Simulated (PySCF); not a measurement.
# BCl2F (dichlorofluoroborane) at M06-2X/6-311++G(3df,3pd)

What is the vertical ionisation energy of BCl2F (dichlorofluoroborane) at M06-2X/6-311++G(3df,3pd)? The job is set up through a Python script.

Program for the calculation: PySCF 2.14.0.

## (1) The system as given

The species is BCl2F (4 atoms), meant as a singlet with charge 0. As SMILES, `FB(Cl)Cl`. Geometry: relaxed at PBE0-D4/def2-TZVP.

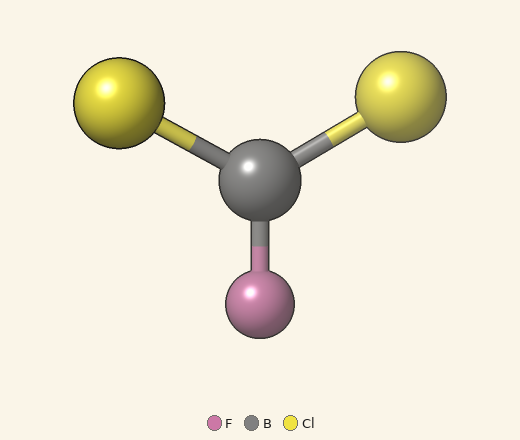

The structure, seen from a chosen angle (fluorine pink, boron grey, chlorine yellow).

## (2) The energy at M06-2X/6-311++G(3df,3pd)

Input file input.py:

```python
from pyscf import gto, dft

mol = gto.Mole()
mol.atom = 'F 0.114370 -1.165320 -0.781190; B 0.007910 -0.080610 -0.054040; Cl -1.549540 0.373780 0.571420; Cl 1.427260 0.872140 0.263810'
mol.basis = '6-311++g(3df,3pd)'
mol.verbose = 3
mol.max_memory = 1860
mol.charge = 0
mol.build()

myscf = dft.RKS(mol, xc='m06-2x')
myscf.grids.level = 4
myscf.conv_tol = 1e-10
myscf.kernel()
if not myscf.converged:
    myscf = myscf.newton().run(myscf.mo_coeff, myscf.mo_occ)

e_tot = myscf.e_tot
print('E = %.10f Eh' % e_tot)
```

Run with:

```bash
$ OMP_NUM_THREADS=1 python input.py
```

Log:

```text
converged SCF energy = -1045.24447404439
E = -1045.2444740444 Eh
```

Run time: 54 s. Hardware: 1 thread of Arm Neoverse V1, shared host; peak memory 1.5 GiB.

## (3) The doublet cation

Input file mol.xyz:

```xyz
4

F      0.114370    -1.165320    -0.781190
B      0.007910    -0.080610    -0.054040
Cl    -1.549540     0.373780     0.571420
Cl     1.427260     0.872140     0.263810
```

Input file run.py:

```python
from pyscf import gto, dft

mol = gto.Mole()
mol.atom = 'mol.xyz'
mol.charge = 1
mol.max_memory = 1860
mol.verbose = 3
mol.spin = 1
mol.basis = '6-311++g(3df,3pd)'
mol.build()

mf = dft.UKS(mol)
mf.xc = 'm06-2x'
mf.grids.level = 4
mf.conv_tol = 1e-10
mf.kernel()
if not mf.converged:
    mf = mf.newton().run(mf.mo_coeff, mf.mo_occ)

e_tot = mf.e_tot
print('E = %.10f Eh' % e_tot)
```

Run with:

```bash
$ OMP_NUM_THREADS=1 python run.py
```

Log:

```text
WARN: HOMO -0.39209100466022 >= LUMO -0.392091004660216

converged SCF energy = -1044.79546241292  <S^2> = 0.75780682  2S+1 = 2.0077916
E = -1044.7954624129 Eh
```

Run time: 2.4 min. Hardware: 1 thread of Arm Neoverse V1, shared host; peak memory 1.5 GiB.

## (4) What came out

Level: M06-2X/6-311++G(3df,3pd).

| quantity | value |
| --- | --- |
| singlet BCl2F: total energy | -1045.24447 Eh |
| singlet BCl2F: dipole moment | 0.30 D |
| singlet BCl2F: HOMO energy | -10.85 eV |
| singlet BCl2F: LUMO energy | -0.19 eV |
| singlet BCl2F: HOMO–LUMO gap | 10.66 eV |
| doublet cation: total energy | -1044.79546 Eh |
| doublet cation: HOMO energy (highest over α and β) | -17.57 eV |
| doublet cation: LUMO energy (lowest over α and β) | -13.69 eV |
| doublet cation: ⟨S²⟩ | 0.758 |
| vertical ionisation energy (to the doublet cation) | 12.218 eV |

In words: The vertical ionisation energy comes to 12.22 eV (1179 kJ/mol). The negative HOMO energy of the first species, 10.85 eV, lies 1.37 eV below that difference. Mulliken charges (singlet BCl2F) run from -0.36 on Cl3 to +0.55 on B2; in a basis this large or diffuse they mean little.
